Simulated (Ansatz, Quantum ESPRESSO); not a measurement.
## Ce3In (Pm-3m): zone-centre phonons

Aim: the zone-centre modes of Ce3In (Pm-3m).

Program: Quantum ESPRESSO 7.5. Level of theory: DFT PBEsol, scalar-relativistic, plane waves, PseudoDojo norm-conserving, 4f in core pseudopotentials. Results are calculated unless marked as measured.

## Step 1: The starting structure

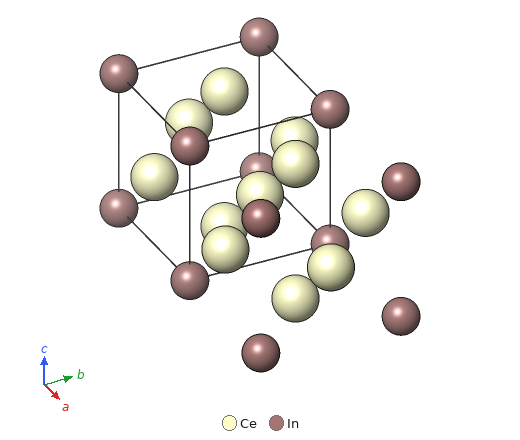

The starting structure, seen from a free direction (cerium light yellow, indium brown). 2×1×1 cells are drawn. Some periodic images of atoms are drawn too.

## Step 2: A first look

A cheap run with smearing and empty bands tells whether the crystal has a gap, which decides between fixed occupations and smearing later on.

The input, probe.in:

```
&control
   calculation = 'scf'
   prefix = 'x'
   outdir = './tmp'
   pseudo_dir = './pseudo'
   tprnfor = .true.
   tstress = .true.
   verbosity = 'high'
/
&system
   ibrav = 1
   celldm(1) = 9.26034098
   nat = 4
   ntyp = 2
   ecutwfc = 62.0
   input_dft = 'pbesol'
   occupations = 'smearing'
   smearing = 'gaussian'
   degauss = 0.01
/
&electrons
   conv_thr = 1.0d-07
   mixing_beta = 0.7
   electron_maxstep = 100
/
ATOMIC_SPECIES
 Ce    140.1160  Ce.upf
 In    114.8180  In.upf
ATOMIC_POSITIONS crystal
 Ce     0.500000000   0.500000000   0.000000000
 Ce     0.500000000   0.000000000   0.500000000
 Ce     0.000000000   0.500000000   0.500000000
 In     0.000000000   0.000000000   0.000000000
K_POINTS automatic
 4 4 4 0 0 0
```

Started as:

```
OMP_NUM_THREADS=1 mpirun -n 8 pw.x -nk 8 -in probe.in > probe.out
```

The log of the run:

```text
[banners, grids, parts of the stress and lines that vanish by symmetry left out]
Program PWSCF v.7.5
     IMPORTANT: XC functional enforced from input :
     Exchange-correlation= PBESOL
                           (   1   4  10   8   0   0   0)
[...]
kinetic-energy cutoff     =      62.0000  Ry
     charge density cutoff     =     248.0000  Ry
     scf convergence threshold =      1.0E-07
[...]
Exchange-correlation= PBESOL
                           (   1   4  10   8   0   0   0)
[...]
48 Sym. Ops., with inversion, found
[...]
(     0          1          0      )
                  (     0          0          1      )
[...]
(  0.0000000  1.0000000  0.0000000 )
                  (  0.0000000  0.0000000  1.0000000 )
[...]
(     0         -1          0      )
[...]
(     1          0          0      )
[...]
( -1.0000000  0.0000000  0.0000000 )
                  (  0.0000000  1.0000000  0.0000000 )
[...]
number of k points=    10  Gaussian smearing, width (Ry)=  0.0100
[...]
End of self-consistent calculation
[...]
the Fermi energy is    12.6113 ev
!    total energy              =    -346.71022690 Ry
[...]
convergence has been achieved in   7 iterations
[...]
atom    1 type  1   force =     0.00000000    0.00000000    0.00000000
     atom    2 type  1   force =     0.00000000    0.00000000    0.00000000
     atom    3 type  1   force =     0.00000000    0.00000000    0.00000000
     atom    4 type  2   force =     0.00000000    0.00000000    0.00000000
[...]
Total force =     0.000000     Total SCF correction =     0.000000
[...]
total   stress  (Ry/bohr**3)                   (kbar)     P=       21.22
[...]
XML data file, charge density, pseudopotentials, collected wavefunctions

   JOB DONE.
```

Wall time 6.6 s (8 MPI ranks of Arm Neoverse V1, shared host).

Numbers from this step:

```yaml
volume_per_atom: 29.42 Å³
pressure: 2.122 GPa
gap_on_the_k_mesh: 0 eV
```

No gap opens on this mesh, so smearing is kept; the start stands at 2.1 GPa.

## Step 3: Relaxing the cell and atoms

The harmonic expansion starts where the forces on the atoms vanish, and stress shifts the frequencies, so cell and atoms are relaxed with tight thresholds.

The input, relax.in:

```
&control
   calculation = 'vc-relax'
   prefix = 'x'
   outdir = './tmp'
   pseudo_dir = './pseudo'
   tprnfor = .true.
   tstress = .true.
   forc_conv_thr = 2.0d-05
   etot_conv_thr = 1.0d-07
   nstep = 40
/
&system
   ibrav = 1
   celldm(1) = 9.26034098
   nat = 4
   ntyp = 2
   ecutwfc = 62.0
   input_dft = 'pbesol'
   occupations = 'smearing'
   smearing = 'mv'
   degauss = 0.02
/
&electrons
   conv_thr = 1.0d-11
   mixing_beta = 0.7
   electron_maxstep = 100
/
&ions
/
&cell
   press_conv_thr = 0.1
/
ATOMIC_SPECIES
 Ce    140.1160  Ce.upf
 In    114.8180  In.upf
ATOMIC_POSITIONS crystal
 Ce     0.500000000   0.500000000   0.000000000
 Ce     0.500000000   0.000000000   0.500000000
 Ce     0.000000000   0.500000000   0.500000000
 In     0.000000000   0.000000000   0.000000000
K_POINTS automatic
 6 6 6 0 0 0
```

Started as:

```
OMP_NUM_THREADS=1 mpirun -n 8 pw.x -nk 8 -in relax.in > relax.out
```

The log of the run:

```text
[banners, grids, parts of the stress and lines that vanish by symmetry left out]
[banner, memory and clock lines left out]
Program PWSCF v.7.5

[...]
Exchange-correlation= PBESOL
                           (   1   4  10   8   0   0   0)
[...]
kinetic-energy cutoff     =      62.0000  Ry
     charge density cutoff     =     248.0000  Ry
     scf convergence threshold =      1.0E-11
[...]
energy convergence thresh.=      1.0E-07
     force convergence thresh. =      2.0E-05
     press convergence thresh. =      1.0E-01
     Exchange-correlation= PBESOL
                           (   1   4  10   8   0   0   0)
[...]
48 Sym. Ops., with inversion, found
[...]
number of k points=    20  Marzari-Vanderbilt smearing, width (Ry)=  0.0200
[...]
End of self-consistent calculation
[...]
the Fermi energy is    12.6062 ev
!    total energy              =    -346.71245440 Ry
[...]
convergence has been achieved in  11 iterations
[...]
atom    1 type  1   force =     0.00000000    0.00000000    0.00000000
     atom    2 type  1   force =     0.00000000    0.00000000    0.00000000
     atom    3 type  1   force =     0.00000000    0.00000000    0.00000000
     atom    4 type  2   force =     0.00000000    0.00000000    0.00000000
     Total force =     0.000000     Total SCF correction =     0.000000
[...]
total   stress  (Ry/bohr**3)                   (kbar)     P=       20.29
[...]
number of bfgs steps    =   0
[...]
CELL_PARAMETERS (alat=  9.26034098)
[...]
ATOMIC_POSITIONS (crystal)
Ce               0.5000000000        0.5000000000        0.0000000000
Ce               0.5000000000        0.0000000000        0.5000000000
Ce               0.0000000000        0.5000000000        0.5000000000
In               0.0000000000        0.0000000000        0.0000000000
[...]
New effective cutoffs (rho, wfc):  245.98   61.55
[...]
End of self-consistent calculation
[...]
the Fermi energy is    12.4558 ev
!    total energy              =    -346.71342077 Ry
[...]
convergence has been achieved in   7 iterations
[...]
atom    1 type  1   force =     0.00000000    0.00000000    0.00000000
     atom    2 type  1   force =     0.00000000    0.00000000    0.00000000
     atom    3 type  1   force =     0.00000000    0.00000000    0.00000000
     atom    4 type  2   force =     0.00000000    0.00000000    0.00000000
     Total force =     0.000000     Total SCF correction =     0.000000
[...]
total   stress  (Ry/bohr**3)                   (kbar)     P=       14.25
[...]
number of bfgs steps    =   1
[...]
CELL_PARAMETERS (alat=  9.26034098)
[...]
ATOMIC_POSITIONS (crystal)
[...]
New effective cutoffs (rho, wfc):  244.13   61.08
[...]
End of self-consistent calculation
[...]
the Fermi energy is    12.2926 ev
!    total energy              =    -346.71410559 Ry
[...]
convergence has been achieved in   9 iterations
[...]
atom    1 type  1   force =     0.00000000    0.00000000    0.00000000
     atom    2 type  1   force =     0.00000000    0.00000000    0.00000000
     atom    3 type  1   force =     0.00000000    0.00000000    0.00000000
     atom    4 type  2   force =     0.00000000    0.00000000    0.00000000
     Total force =     0.000000     Total SCF correction =     0.000000
[...]
total   stress  (Ry/bohr**3)                   (kbar)     P=        7.86
[...]
number of bfgs steps    =   2
[...]
CELL_PARAMETERS (alat=  9.26034098)
[...]
ATOMIC_POSITIONS (crystal)
[...]
New effective cutoffs (rho, wfc):  241.85   60.51
[...]
End of self-consistent calculation
[...]
the Fermi energy is    12.0918 ev
!    total energy              =    -346.71441765 Ry
[...]
convergence has been achieved in  10 iterations
[...]
atom    1 type  1   force =     0.00000000    0.00000000    0.00000000
     atom    2 type  1   force =     0.00000000    0.00000000    0.00000000
[...]
Total force =     0.000000     Total SCF correction =     0.000000
[...]
total   stress  (Ry/bohr**3)                   (kbar)     P=        0.19
[...]
number of bfgs steps    =   3
[...]
CELL_PARAMETERS (alat=  9.26034098)
[...]
ATOMIC_POSITIONS (crystal)
[...]
New effective cutoffs (rho, wfc):  241.79   60.50
[...]
End of self-consistent calculation
[...]
the Fermi energy is    12.0868 ev
!    total energy              =    -346.71441783 Ry
[...]
convergence has been achieved in   8 iterations
[...]
Total force =     0.000000     Total SCF correction =     0.000000
[...]
total   stress  (Ry/bohr**3)                   (kbar)     P=        0.00
[...]
number of bfgs steps    =   4
[...]
small trust_radius: resetting bfgs history
[...]
CELL_PARAMETERS (alat=  9.26034098)
[...]
ATOMIC_POSITIONS (crystal)
[...]
New effective cutoffs (rho, wfc):  241.79   60.50
[...]
End of self-consistent calculation
[...]
the Fermi energy is    12.0868 ev
!    total energy              =    -346.71441783 Ry
[...]
convergence has been achieved in   3 iterations
[...]
atom    1 type  1   force =     0.00000000    0.00000000    0.00000000
     atom    2 type  1   force =     0.00000000    0.00000000    0.00000000
     atom    3 type  1   force =     0.00000000    0.00000000    0.00000000
     atom    4 type  2   force =     0.00000000    0.00000000    0.00000000
     Total force =     0.000000     Total SCF correction =     0.000000
[...]
total   stress  (Ry/bohr**3)                   (kbar)     P=        0.00
[...]
bfgs converged in   6 scf cycles and   5 bfgs steps
[...]
End of BFGS Geometry Optimization
     Final enthalpy           =    -346.7144178349 Ry
     File ./tmp/x.bfgs deleted, as requested
[...]
CELL_PARAMETERS (alat=  9.26034098)
[...]
ATOMIC_POSITIONS (crystal)
[...]
Ce               0.0000000000        0.5000000000        0.5000000000
In               0.0000000000        0.0000000000        0.0000000000
[...]
Final scf calculation at the relaxed structure.
[...]
kinetic-energy cutoff     =      62.0000  Ry
     charge density cutoff     =     248.0000  Ry
     scf convergence threshold =      1.0E-13
[...]
press convergence thresh. =      1.0E-01
     Exchange-correlation= PBESOL
                           (   1   4  10   8   0   0   0)
[...]
48 Sym. Ops., with inversion, found
[...]
number of k points=    20  Marzari-Vanderbilt smearing, width (Ry)=  0.0200
[...]
End of self-consistent calculation
[...]
the Fermi energy is    12.0868 ev
!    total energy              =    -346.71504934 Ry
[...]
convergence has been achieved in  12 iterations
[...]
atom    1 type  1   force =     0.00000000    0.00000000    0.00000000
     atom    2 type  1   force =     0.00000000    0.00000000    0.00000000
     atom    3 type  1   force =     0.00000000    0.00000000    0.00000000
     atom    4 type  2   force =     0.00000000    0.00000000    0.00000000
     Total force =     0.000000     Total SCF correction =     0.000000
[...]
total   stress  (Ry/bohr**3)                   (kbar)     P=        1.66
[...]
XML data file, charge density, pseudopotentials, collected wavefunctions
```

Run time: 67 s. Hardware: 8 MPI ranks; 8.9 min of CPU time.

Relaxation path:

```
step  energy less that of the first step (eV)  largest force (eV/Å)  pressure (GPa)  volume (Å³)
   1                                   0.0000                0.0000            2.03       117.68
   2                                  -0.0131                0.0000            1.43       118.90
   3                                  -0.0225                0.0000            0.79       120.25
   4                                  -0.0267                0.0000            0.02       121.95
   5                                  -0.0267                0.0000            0.00       122.00
   6                                  -0.0267                0.0000            0.00       122.00
   7                                  -0.0353                0.0000            0.17       122.00
```

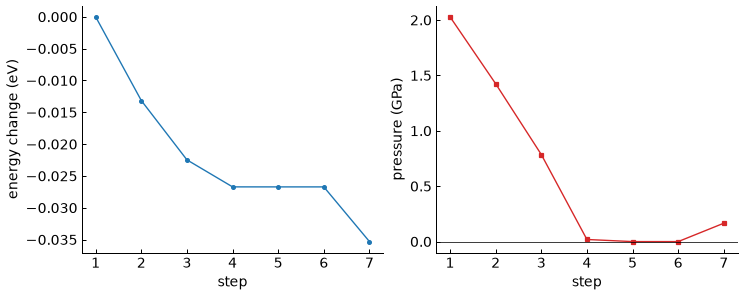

Energy and pressure along the relaxation.

```
conventional cell, symmetrised  before  after  change
                         a (Å)   4.900  4.960  +1.2 %
                         b (Å)   4.900  4.960  +1.2 %
                         c (Å)   4.900  4.960  +1.2 %
              volume (Å³/atom)   29.42  30.50  +3.7 %
```

The relaxed structure:

```cif
data_structure
_symmetry_space_group_name_H-M 'P 1'
_symmetry_Int_Tables_number 1
_cell_length_a 4.9596
_cell_length_b 4.9596
_cell_length_c 4.9596
_cell_angle_alpha 90.000
_cell_angle_beta 90.000
_cell_angle_gamma 90.000
_cell_volume 122.00
loop_
_atom_site_label
_atom_site_type_symbol
_atom_site_fract_x
_atom_site_fract_y
_atom_site_fract_z
_atom_site_occupancy
Ce1 Ce 0.50000 0.50000 0.00000 1
Ce2 Ce 0.50000 0.00000 0.50000 1
Ce3 Ce 0.00000 0.50000 0.50000 1
In4 In 0.00000 0.00000 0.00000 1
```

The last row of the table of steps is pw.x's closing run on a basis chosen anew for the final cell, so its energy can jump.

Read from the output:

```yaml
volume_per_atom: 30.50 Å³
pressure: 0.1660 GPa
```

The volume changes by +3.7 % from the cell with which this run began.

## Step 4: Ground state

The response is built on this ground state, so it is converged far tighter than an energy would need. Smearing stays on, as the first look found no gap above 0.3 eV.

The input, scf.in:

```
&control
   calculation = 'scf'
   prefix = 'x'
   outdir = './tmp'
   pseudo_dir = './pseudo'
   tprnfor = .true.
   tstress = .true.
/
&system
   ibrav = 1
   celldm(1) = 9.37236768
   nat = 4
   ntyp = 2
   ecutwfc = 62.0
   input_dft = 'pbesol'
   occupations = 'smearing'
   smearing = 'mv'
   degauss = 0.02
/
&electrons
   conv_thr = 1.0d-12
   mixing_beta = 0.7
   electron_maxstep = 100
/
ATOMIC_SPECIES
 Ce    140.1160  Ce.upf
 In    114.8180  In.upf
ATOMIC_POSITIONS crystal
 Ce     0.500000000   0.500000000   0.000000000
 Ce     0.500000000   0.000000000   0.500000000
 Ce     0.000000000   0.500000000   0.500000000
 In     0.000000000   0.000000000   0.000000000
K_POINTS automatic
 6 6 6 0 0 0
```

Started as:

```
OMP_NUM_THREADS=1 mpirun -n 8 pw.x -nk 8 -in scf.in > scf.out
```

The log of the run:

```text
[banners, grids, parts of the stress and lines that vanish by symmetry left out]
[banner, memory and clock lines left out]
Program PWSCF v.7.5

[...]
Exchange-correlation= PBESOL
                           (   1   4  10   8   0   0   0)
[...]
kinetic-energy cutoff     =      62.0000  Ry
     charge density cutoff     =     248.0000  Ry
     scf convergence threshold =      1.0E-12
[...]
Exchange-correlation= PBESOL
                           (   1   4  10   8   0   0   0)
[...]
48 Sym. Ops., with inversion, found
[...]
number of k points=    20  Marzari-Vanderbilt smearing, width (Ry)=  0.0200
[...]
End of self-consistent calculation
[...]
the Fermi energy is    12.0868 ev
!    total energy              =    -346.71504934 Ry
[...]
convergence has been achieved in  11 iterations
[...]
atom    1 type  1   force =     0.00000000    0.00000000    0.00000000
     atom    2 type  1   force =     0.00000000    0.00000000    0.00000000
     atom    3 type  1   force =     0.00000000    0.00000000    0.00000000
     atom    4 type  2   force =     0.00000000    0.00000000    0.00000000
     Total force =     0.000000     Total SCF correction =     0.000000
[...]
total   stress  (Ry/bohr**3)                   (kbar)     P=        1.66
[...]
XML data file, charge density, pseudopotentials, collected wavefunctions
```

Run time: 14 s. Hardware: 8 MPI ranks.

The cell stands at 0.17 GPa, close enough for phonons.

(Continued in part 2 of 3.)

[Host names and launcher messages were left out of these logs when they were recorded.]

[Logs are printed without paths, hosts, clocks, repeated set-up lines and the standing remarks that a program may print on its own settings, such as how far it seeks lower states.]

[Hosts, paths, dates, database ids (printed as entryN), source tags and the programs' standing remarks are cut or masked in the printed files.]
